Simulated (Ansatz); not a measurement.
# Phonons of TiFe (Pm-3m) against volume

Wanted: mode Grüneisen parameters of TiFe (Pm-3m).

Main program and level: Ansatz 0.2.0; DFT PBEsol, scalar-relativistic, plane waves, PAW; PAW set soft_1.

**1. Set-up**

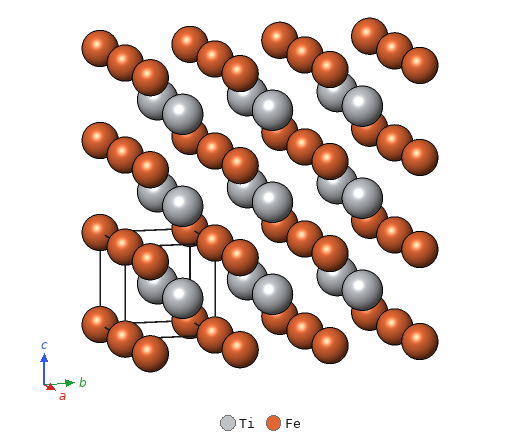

The starting structure, seen slightly off an axis (titanium light grey, iron orange). 2×3×3 cells are drawn. Some periodic images of atoms are drawn too.

**2. Response at finite wavevector**

The cell comes from relaxations at this level that are not shown. Stability and thermal properties need the whole zone. Linear response on a 4×4×4 q mesh gives force constants as far as a supercell of that size would.

input.yaml

```yaml
crystal:
  lattice:
    - [2.9160761982, 0.0, 0.0]
    - [0.0, 2.9160761982, 0.0]
    - [0.0, 0.0, 2.9160761982]
  atoms:
    - { symbol: Ti, position: [0.5, 0.5, 0.5] }
    - { symbol: Fe, position: [0.0, 0.0, 0.0] }
kpoints:
  mp_grid: { grid: [16, 16, 16] }
hamiltonian:
  xc: pbesol
  pseudopotentials: { kind: paw, azcp: { folder: soft_1 }, xc_functional: pbe }
scf:
  occupations: { method: methfessel_paxton, width: 0.2 }
output:
  eigenvalues: true
phonons:
  method: dfpt
  qmesh: [4, 4, 4]
  temperatures: { t_max: 1000, t_step: 50 }
  qpath:
    path:
      - [[0.0, 0.0, 0.0], [0.0, 0.5, 0.0], [0.5, 0.5, 0.0], [0.0, 0.0, 0.0], [0.5, 0.5, 0.5], [0.0, 0.5, 0.0]]
      - [[0.5, 0.5, 0.5], [0.5, 0.5, 0.0]]
    npoints: 10
```

Command:

```sh
> ansatz run input.yaml --threads 4 --pin off --max-ram 10240MiB --backend cpu --events-out ev --progress --plain --runs-dir out
```

Numbers of over 12 decimals in the logs are rounded to 6 here.

Log:

```text
Engine: ansatz 0.2.0, aarch64-unknown-linux-gnu
Pseudopotentials: kind: paw
Pseudopotential: Ti, paw, valence charge 12, recommended cutoff 420 eV (normal), soft_1/Ti.paw.azcp
Pseudopotential: Fe, paw, valence charge 16, recommended cutoff 420 eV (normal), soft_1/Fe.paw.azcp
Functional definition: PBEsol
  exchange = pbesol_x
  correlation = pbesol_c
Crystal: 2 atoms, lattice volume = 24.797 Å³
Basis set: ecut = 420 eV, 461 PW (Γ), exchange–correlation on 40×40×40 points (8 copies of the dense FFT grid, shifted against one another)
Bands: 18, of which v1, the nominal top of the filled ones, is band 14 counted from 1 (13 counted from 0)
Symmetry: 48 space group operations
k-points: 165 of 4096
Non-local potential: Ti, projectors of the file, l = 0: 3, l = 1: 2, l = 2: 3, l = 3: 1
Non-local potential: Fe, projectors of the file, l = 0: 3, l = 1: 2, l = 2: 3, l = 3: 1
PAW form: soft (Blöchl's): semilocal exchange-correlation on the pseudo side does not see the compensation charge
PAW frozen core: Ti, regenerated for the run's functional, and the local potential with it (the file was generated under x = pbe(κ = 0.804, μ = 0.219515), c = pbe(β = 0.066725))
PAW frozen core: Fe, regenerated for the run's functional, and the local potential with it (the file was generated under x = pbe(κ = 0.804, μ = 0.219515), c = pbe(β = 0.066725))
PAW one-centre angular grid: Ti, 590 points (default); XC on 64 Gauss nodes
PAW one-centre angular grid: Fe, 590 points (default); XC on 64 Gauss nodes
Initial density: superposition of atomic densities (chi_scale 0.1, normalization cell, long waves kept (reshape's long-wave potential 0.00 eV rms))
Initial wavefunctions: pseudopotential atomic-orbital guess
Functional: x = pbesol(κ = 0.804, μ = 0.123457), c = pbesol(β = 0.046)
SCF iter   1: F=—  HF=-6924.295843 eV  |F-HF|=—  |Δ(HF+E_count)|=         —  Δρ=1.13e-1  dr2=1.94e0  ethr=3.10e-3  ⟨swp⟩=3.2  Hψ=10463  notcnv=0
preconditioner: auto → none  [metal: Δε(μ)=0.046 eV  Ē_g=4.311 eV  σ=0.200 eV  W_gap=0.19  n_scr=6 (ndim 8)  ℏωp=25.8 eV  f_vac=0.000  D(μ)=0.20/eV (n_scr^D=0)  sad-step TF]
SCF iter   2: F=—  HF=-6923.836800 eV  |F-HF|=—  |Δ(HF+E_count)|=   4.59e-1  S|Δr|=    0.00e0  Δρ=4.73e-2  dr2=6.57e-1  ethr=3.10e-3  ⟨swp⟩=4.8  Hψ=19249  notcnv=0
automatic band count: the SCF goes on with 22 bands, as 18 were too few: they end inside the smearing window of the response
SCF iter   3: F=—  HF=-6923.723120 eV  |F-HF|=—  |Δ(HF+E_count)|=   1.14e-1  S|Δr|=    0.00e0  Δρ=2.85e-2  dr2=2.43e-1  ethr=2.35e-3  ⟨swp⟩=2.0  Hψ=5794  notcnv=0  defer=276
SCF iter   4: F=—  HF=-6923.704437 eV  |F-HF|=—  |Δ(HF+E_count)|=   1.87e-2  S|Δr|=    0.00e0  Δρ=2.32e-3  dr2=1.07e-3  ethr=8.69e-4  ⟨swp⟩=2.0  Hψ=4057  notcnv=0  defer=277
SCF iter   5: F=—  HF=-6923.704385 eV  |F-HF|=—  |Δ(HF+E_count)|=   5.21e-5  S|Δr|=    0.00e0  Δρ=3.78e-4  dr2=2.48e-5  ethr=3.81e-6  ⟨swp⟩=2.1  Hψ=3984  notcnv=0  defer=276
SCF iter   6: F=—  HF=-6923.704378 eV  |F-HF|=—  |Δ(HF+E_count)|=   6.80e-6  S|Δr|=    0.00e0  Δρ=1.58e-4  dr2=7.26e-6  ethr=8.87e-8  ⟨swp⟩=2.6  Hψ=5305  notcnv=0  defer=276
SCF iter   7: F=—  HF=-6923.704374 eV  |F-HF|=—  |Δ(HF+E_count)|=   4.36e-6  S|Δr|=    0.00e0  Δρ=3.58e-6  dr2=9.65e-10  ethr=2.59e-8  ⟨swp⟩=1.0  Hψ=3278  notcnv=0  defer=276
SCF iter   8: F=—  HF=-6923.704373 eV  |F-HF|=—  |Δ(HF+E_count)|=   8.37e-7  S|Δr|=    0.00e0  Δρ=1.13e-6  dr2=2.33e-10  ethr=3.45e-12  ⟨swp⟩=2.2  Hψ=5726  notcnv=0  defer=276
SCF iter   9: F=-6923.704373 eV  HF=-6923.704373 eV  |F-HF|=9.09e-12  |Δ(HF+E_count)|=  9.09e-13  S|Δr|=    0.00e0  Δρ=2.01e-7  dr2=7.78e-12  ethr=1.00e-12  ⟨swp⟩=8.0  Hψ=17359  notcnv=0
SCF 1 converged in 9 iterations: F = -6923.704373 eV  dr2 = 7.78e-12
  greatest PAW one-centre occupation: 1.000 electrons in one spin orbital (limit 2), on the Fe atom at site 1 (counted from 0), in its partial waves of l = 0
Initial density: read from a saved state, or passed on in memory by an earlier SCF of this step, an earlier step, the calling program or the single point that the run made first
iter 1 solved again at ethr=1.57e-9 eV; its pass at ethr=3.10e-3 eV (dr2=4.39e-7 eV) is discarded
SCF iter   1: F=—  HF=-6923.704373 eV  |F-HF|=—  |Δ(HF+E_count)|=         —  Δρ=1.75e-7  dr2=1.08e-11  ethr=1.57e-9  ⟨swp⟩=3.5  Hψ=20786  notcnv=0
preconditioner: auto → none  [metal: Δε(μ)=0.063 eV  Ē_g=3.893 eV  σ=0.200 eV  W_gap=0.26  n_scr=6 (ndim 8)  ℏωp=25.8 eV  f_vac=0.000  D(μ)=0.46/eV (n_scr^D=0)]
SCF iter   2: F=—  HF=-6923.704373 eV  |F-HF|=—  |Δ(HF+E_count)|=  7.06e-10  S|Δr|=    0.00e0  Δρ=2.34e-7  dr2=1.55e-11  ethr=1.00e-12  ⟨swp⟩=2.2  Hψ=5224  notcnv=0
SCF iter   3: F=-6923.704373 eV  HF=-6923.704373 eV  |F-HF|=6.37e-12  |Δ(HF+E_count)|=  1.82e-12  S|Δr|=    0.00e0  Δρ=1.52e-7  dr2=6.71e-12  ethr=1.00e-12  ⟨swp⟩=1.2  Hψ=6739  notcnv=0
SCF 2 converged in 3 iterations: F = -6923.704373 eV  dr2 = 6.71e-12
phonons: the bands overlap, so this run is a metal and interpolates without the dipole-dipole term. If the crystal is really an insulator or semiconductor, its LO-TO splitting is missing
NSCF: frozen V_eff on 165 k-points
NSCF: frozen V_eff on 405 k-points
DFPT response loops at q = (0, 0, 0) (fractional): preconditioner auto → Kerker (q_TF=auto, 2.784 Å⁻¹) (partly filled bands, converged f_vac=0.000); β = 1.00, the filter's whole step (`scf.mixing.beta` (0.50) is not read by the response loops under this deck's `scf.mixing.preconditioner`; to damp them name `kerker` or `kerker_dos`, under which they read `scf.mixing.beta`, and type it under 1.00, their step now; both keys bind the ground state too); Broyden in place of MSR1
NSCF: frozen V_eff on 2592 k-points
DFPT response loops at q = (0, 0, 0.25) (fractional): mixed as the last ones told, above
NSCF: frozen V_eff on 1458 k-points
DFPT response loops at q = (0, 0, -0.5) (fractional): mixed as the last ones told, above
NSCF: frozen V_eff on 4608 k-points
DFPT response loops at q = (0, 0.25, 0.25) (fractional): mixed as the last ones told, above
NSCF: frozen V_eff on 2592 k-points
DFPT response loops at q = (0, 0.25, -0.5) (fractional): mixed as the last ones told, above
NSCF: frozen V_eff on 1458 k-points
DFPT response loops at q = (0, -0.5, -0.5) (fractional): mixed as the last ones told, above
NSCF: frozen V_eff on 4352 k-points
DFPT response loops at q = (0.25, 0.25, 0.25) (fractional): mixed as the last ones told, above
NSCF: frozen V_eff on 4608 k-points
DFPT response loops at q = (0.25, 0.25, -0.5) (fractional): mixed as the last ones told, above
NSCF: frozen V_eff on 2592 k-points
DFPT response loops at q = (0.25, -0.5, -0.5) (fractional): mixed as the last ones told, above
NSCF: frozen V_eff on 810 k-points
DFPT response loops at q = (-0.5, -0.5, -0.5) (fractional): mixed as the last ones told, above
SCF converged after 9 iterations
Stability not checked: this state was not tested for a lower state beside it, because cold or Methfessel-Paxton smearing, or corrected tetrahedra, fill the levels in a way that the test cannot read (fill_not_monotonic; see scf.lower_state_search)
Free energy (F): -6923.704373 eV
Harris-Foulkes:  -6923.704373 eV  (|F-HF|=9.09e-12)
Internal energy: -6923.707275 eV  (E = F + TS)
E sigma→0 (E₀):  -6923.705099 eV
Entropy (-TS):   0.002902 eV (1.451 meV/atom)
Fermi energy:    18.001546 eV
--- Per-component energies (eV) ---
  E_band       = -324.861331
  E_kinetic    = 619.246311
  E_local      = -2965.323649  (includes V_loc(G=0)·N_el)
  E_nonlocal   = 350.099867
  E_hartree    = 1229.976721
  E_xc         = -228.023739
  E_vxc        = -290.577191  (∫ρ·V_xc dr)
  E_paw        = -2367.557943  (= ΣΔE_a)
  E_vpaw       = -498.259254  (= ΣTr[D̂ρ^β])
  E_aug_tail   = -0.001008  (compensation charges beyond the density's cutoff)
  E_ewald      = -3562.442420
  E_core_change = 0.318586  (= ΣΔE_core)
  E_smearing   = 0.002902  (= −TS)
  E_closure    = 0.000000  (closes the sum)
  Σ components = -6923.704373   (vs F -6923.704373, Δ=0.00e0)
--- Band table (eV; the first three rows and the last of 165) ---
  k-point 0: bands = [... 10 lower, 14.0222, 16.9571, 16.9571, 16.9571, 19.3354, 19.3354, 21.3866, 21.3866, ... 4 higher]
  k-point 1: bands = [... 10 lower, 14.0679, 16.9508, 16.9508, 16.9760, 19.2829, 19.3558, 21.2567, 21.2567, ... 4 higher]
  k-point 2: bands = [... 10 lower, 14.1965, 16.9343, 16.9343, 17.0311, 19.1283, 19.4105, 20.9166, 20.9166, ... 4 higher]
  k-point 164: bands = [... 10 lower, 15.8023, 15.9819, 15.9819, 15.9819, 18.0865, 18.0865, 21.7082, 21.7082, ... 4 higher]
--- Phonons (Γ-DFPT): 2 representative perturbations + reference (Σ response iterations 6) ---
  ASR residual: 1.225e-4 → 0.000e0 eV/Å²; symmetrization residual: 2.026e-6 eV/Å²
  ASR residual per site (eV/Å²): 5.21e-6 1.22e-4
  Γ frequencies (cm⁻¹): 0.00 0.00 0.00 251.25 251.25 251.25
--- Phonons (arbitrary-q DFPT): 10 irreducible q on the 4×4×4 mesh ---
  q = [0.0000, 0.0000, 0.0000] (star 1, of the zone-centre solve; hermiticity 6.77e-7, symmetrization 5.48e-12): -0.00 0.00 0.00 251.25 251.25 251.25
  q = [0.0000, 0.0000, 0.2500] (star 6, 4 solved perturbations in 4032 linear systems a pass and spin channel, the states on 1296 of 4096 k-point pairs; hermiticity 6.45e-7, symmetrization 3.04e-14): 96.23 96.23 193.21 236.08 236.08 336.39
  q = [0.0000, 0.0000, -0.5000] (star 3, 4 solved perturbations in 2268 linear systems a pass and spin channel, the states on 729 of 4096 k-point pairs; hermiticity 7.73e-7, symmetrization 3.39e-7): 155.45 155.45 210.52 210.52 268.19 393.36
  q = [0.0000, 0.2500, 0.2500] (star 12, 4 solved perturbations in 7056 linear systems a pass and spin channel, the states on 2304 of 4096 k-point pairs; hermiticity 4.37e-7, symmetrization 9.28e-14): 131.46 167.25 229.18 233.72 283.51 311.16
  q = [0.0000, 0.2500, -0.5000] (star 12, 6 solved perturbations on 1296 of 4096 k-point pairs; hermiticity 2.83e-7, symmetrization 2.82e-7): 168.31 213.20 224.07 227.98 274.64 350.44
  q = [0.0000, -0.5000, -0.5000] (star 3, 4 solved perturbations in 2268 linear systems a pass and spin channel, the states on 729 of 4096 k-point pairs; hermiticity 1.89e-7, symmetrization 7.82e-12): 177.96 211.54 241.27 241.27 313.19 313.19
  q = [0.2500, 0.2500, 0.2500] (star 8, 2 solved perturbations on 2176 of 4096 k-point pairs; hermiticity 6.02e-7, symmetrization 2.70e-13): 195.47 195.47 246.41 274.54 274.54 286.80
  q = [0.2500, 0.2500, -0.5000] (star 12, 4 solved perturbations in 7056 linear systems a pass and spin channel, the states on 2304 of 4096 k-point pairs; hermiticity 5.97e-7, symmetrization 5.04e-7): 229.33 234.59 241.72 244.60 274.02 325.39
  q = [0.2500, -0.5000, -0.5000] (star 6, 4 solved perturbations in 4032 linear systems a pass and spin channel, the states on 1296 of 4096 k-point pairs; hermiticity 3.42e-7, symmetrization 4.70e-8): 247.00 248.75 252.22 252.22 310.75 310.75
  q = [-0.5000, -0.5000, -0.5000] (star 1, 2 solved perturbations on 405 of 4096 k-point pairs; hermiticity 2.12e-9, symmetrization 1.06e-9): 269.84 269.84 269.84 304.58 304.58 304.58
  sum rule: each row above includes the acoustic sum rule's correction from the zone centre's row sums; it moved no ω² by more than (0.77 cm⁻¹)²
  mesh force constants: q→R imaginary residual 8.23e-19; ASR residual 1.225e-4 → 0.000e0 eV/Å²; symmetrization residual 7.105e-15 eV/Å²
  interpolated dispersion: 62 rows × 6 modes
  density of states and harmonic sums: on the 24×24×24 q-mesh, interpolated from the force constants of a 4×4×4 supercell (no non-analytic term)
  largest difference from the sums on the solved wave vectors: F 9.61e-3 eV, S 1.36e-5 and C_V 4.02e-6 eV/K
  zero-point energy: 0.089489 eV/cell   skipped modes (ω ≤ 0): 3   left out of the sums: 3.62e-5 of the cell's modes: C_V's classical limit lies that fraction below 3 k_B per atom; for a crystal, a wire or a layer, F and S can be off by more, and a phonons.interpolated_qmesh denser along its periods is the remedy for the sampling
```

It took 13 min on 4 threads of Arm Neoverse N1, shared host; peak memory 3.2 GiB; 49 min of CPU time.

The column dr2 measures how far the density is from self-consistency, as an energy; F and HF (Harris–Foulkes) agree once it is small.

This run has no spin polarisation, although Fe can carry a moment.

This step gave:

- volume per atom: 12.40 Å³
- gap on the k-mesh: 0 eV
- sum-rule residual before enforcement: 1.22e-4 eV/Å²
- lowest frequency on the path: 0 cm⁻¹
- point group: m-3m
- highest frequency on the path or at a solved wavevector: 393.4 cm⁻¹
- mean frequency: 240.6 cm⁻¹
- Debye temperature (second moment): 460 K
- logarithmic mean frequency: 231.8 cm⁻¹
- highest optical mode at the zone centre (no LO-TO term): 251.2 cm⁻¹
- lowest optical zone-centre mode: 251.2 cm⁻¹
- lowest mode on the q mesh (acoustic modes at Γ apart): 96.23 cm⁻¹
- zero-point energy per atom: 44.74 meV
- heat capacity at 300 K: 22.24 J/(mol atoms K)
- vibrational entropy at 300 K: 23.71 J/(mol atoms K)

Frequencies (cm⁻¹) solved at each irreducible wavevector; negative means imaginary. Frequencies by wavevector, by row:

```csv
q in reciprocal lattice units,star,mode 1,mode 2,mode 3,mode 4,mode 5,mode 6
0 0 0,1,0,0,0,251.2,251.2,251.2
0 0 0.25,6,96.2,96.2,193.2,236.1,236.1,336.4
0 0 -0.5,3,155.4,155.4,210.5,210.5,268.2,393.4
0 0.25 0.25,12,131.5,167.2,229.2,233.7,283.5,311.2
0 0.25 -0.5,12,168.3,213.2,224.1,228,274.6,350.4
0 -0.5 -0.5,3,178,211.5,241.3,241.3,313.2,313.2
0.25 0.25 0.25,8,195.5,195.5,246.4,274.5,274.5,286.8
0.25 0.25 -0.5,12,229.3,234.6,241.7,244.6,274,325.4
0.25 -0.5 -0.5,6,247,248.8,252.2,252.2,310.8,310.8
-0.5 -0.5 -0.5,1,269.8,269.8,269.8,304.6,304.6,304.6
```

Symmetry leaves 10 wavevectors to solve. The lowest mode among them, the acoustic zeros apart, lies at q = (0, 0, 0.25) and is real, 96.2 cm⁻¹.

**3. Relaxing at another volume, volume ratio 0.97**

The volume is scaled by 0.97 and held; symmetry leaves nothing to relax, so this is a single point. The modes can then be followed against volume.

input.yaml, the sections that differ from step 2:

```yaml
crystal:
  lattice:
    - [2.8866188691, 0.0, 0.0]
    - [0.0, 2.8866188691, 0.0]
    - [0.0, 0.0, 2.8866188691]
  atoms:
    - { symbol: Ti, position: [0.5, 0.5, 0.5] }
    - { symbol: Fe, position: [0.0, 0.0, 0.0] }
output:
  forces: true
  stress: true
  eigenvalues: true
  write_density: true
  write_potential: true
  elf: true
  volumetric_format: npy
# kpoints, hamiltonian, scf: as in step 2
# phonons: removed
```

Log:

```text
[...]
Crystal: 2 atoms, lattice volume = 24.053 Å³
Basis set: ecut = 420 eV, 461 PW (Γ), exchange–correlation on 40×40×40 points (8 copies of the dense FFT grid, shifted against one another)
Bands: 18, of which v1, the nominal top of the filled ones, is band 14 counted from 1 (13 counted from 0)
Symmetry: 48 space group operations
[...]
k-points: 165 of 4096
[...]
--- Band table (eV; the first three rows and the last of 165) ---
  k-point 0: bands = [... 10 lower, 14.4922, 17.5567, 17.5567, 17.5567, 20.0257, 20.0257, 22.1627, 22.1627]
  k-point 1: bands = [... 10 lower, 14.5410, 17.5502, 17.5502, 17.5764, 19.9703, 20.0473, 22.0267, 22.0267]
  k-point 2: bands = [... 10 lower, 14.6788, 17.5333, 17.5333, 17.6337, 19.8073, 20.1059, 21.6711, 21.6711]
  k-point 164: bands = [... 10 lower, 16.3862, 16.5477, 16.5477, 16.5477, 18.7415, 18.7415, 22.4958, 22.4958]
[key lines of the parts left out:]
SCF converged after 9 iterations
Free energy (F): -6923.688917 eV
Fermi energy:    18.643406 eV
P = ⅓ Tr σ = 6.8415 GPa (68.415 kbar)
```

It took 2.6 s on 4 threads; peak memory 0.37 GiB; 9.1 s of CPU time.

This step gave:

| Property | Result |
| --- | --- |
| pressure | 6.841 GPa |
| volume per atom | 12.03 Å³ |

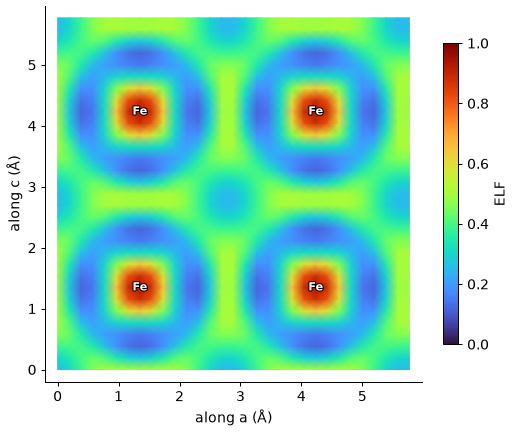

ELF in the ac plane at fractional y = 0.000, with atoms of Fe within 0.2 Å of it. It is the smooth field of the valence electrons, not physical close to the nuclei. The map starts off the cell's origin, so that atoms lie inside it.

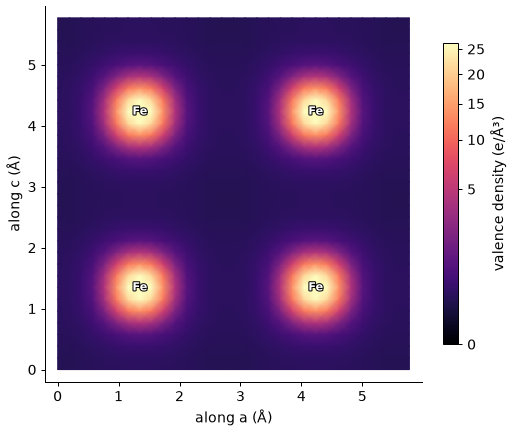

Valence density in the ac plane at fractional y = 0.000, with atoms of Fe within 0.2 Å of it. It is the smooth field of the valence electrons, not physical close to the nuclei. The map starts off the cell's origin, so that atoms lie inside it. The colour scale is stretched toward low values.

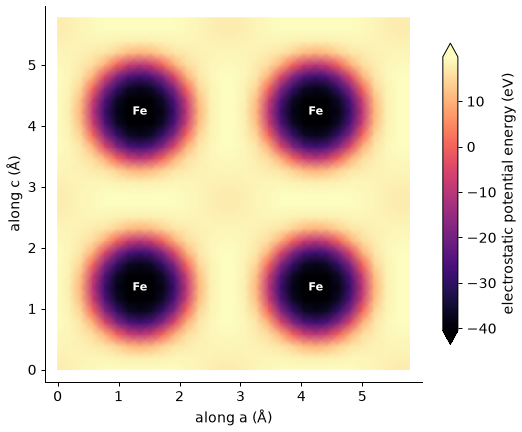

Electrostatic potential energy in the ac plane at fractional y = 0.000, with atoms of Fe within 0.2 Å of it. With pseudopotentials it is smooth inside the atoms' cores, unlike the true potential. The map starts off the cell's origin, so that atoms lie inside it.

The run ends at a pressure of 6.84 GPa.

(Continued in part 2 of 2.)

[Logs are printed without paths, hosts, clocks, repeated set-up lines and the standing remarks that a program may print on its own settings, such as how far it seeks lower states.]

[Hosts, paths, dates, database ids (printed as entryN), source tags and the programs' standing remarks are cut or masked in the printed files.]
